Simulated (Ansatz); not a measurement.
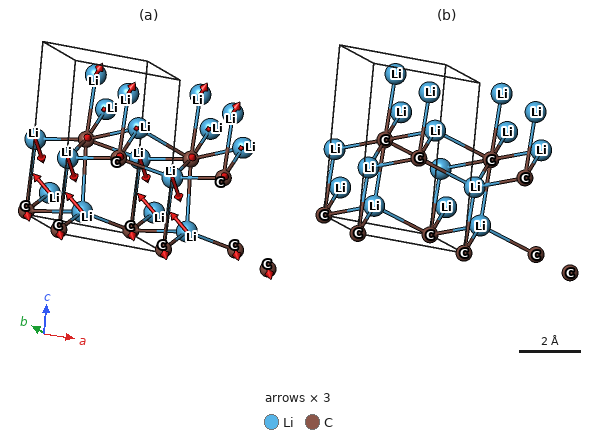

The structure of solid Li$_{2}$C (built on the fluorite_225 type) (coarse preliminary run) before (left) and after (right) a relaxation, at one scale. The red arrows give the displacements (the part carried along by the change of the cell is left out), magnified 3 times.

A ball-and-stick model of the cell of the calculation, reduced to other axes, repeated 2 × 2 × 1 with one cell outlined, seen slightly off an axis. Lengths and directions refer to the drawn axes.

Level of theory: DFT PBE, scalar-relativistic, plane waves, PAW (Ansatz). (plane-wave cutoff 420 eV; k-point mesh 8 × 8 × 8; occupations gaussian; smearing width 0.1 eV; collinear spin; cell and atoms relaxed; force threshold 0.015 eV/Å; at most 120 steps)

### Describe what moved and what it gained.

Over 4 accepted moves (5 points after the start) the energy falls by 109 meV per atom. Largest force component: 1.4 eV/Å at the start, 0.0014 eV/Å at the end. The pressure goes from 2.00 to 0.02 GPa. The SCF was repeated once at an unchanged geometry on a basis and grid sized afresh for the cell, which shifted the energy by less than 0.05 meV per atom at most. A Li atom moves most relative to the cell: 0.35 Å along [2 1 −2]. By element the largest moves are Li 0.35 Å, C 0.15 Å. The drawn cell changes as follows: a 3.599 → 3.654 Å (+1.5 %), b 3.620 → 3.656 Å (+1.0 %), c 6.403 → 6.335 Å (−1.1 %), α 105.6° → 106.7°, β 90.6° → 90.0°, γ 119.0° → 119.9°; the volume changes by −0.1 %. Near-neighbour distances that change, for instance: Li–Li 2.295 → 2.586 Å, C–Li 1.964 → 2.239 Å, Li–Li 2.340 → 2.585 Å, C–Li 2.469 → 2.241 Å. Bond angles that change, for instance: C–Li–C 129.2° → 109.5°, C–Li–C 128.5° → 109.4°, C–Li–C 93.3° → 109.4°. The space group (tolerance 0.01 Å) goes from P1 (No. 1) to R-3m (No. 166). The run took 7.8 min on 1 thread of Arm Neoverse V1, on a shared host, peak memory 0.87 GiB.
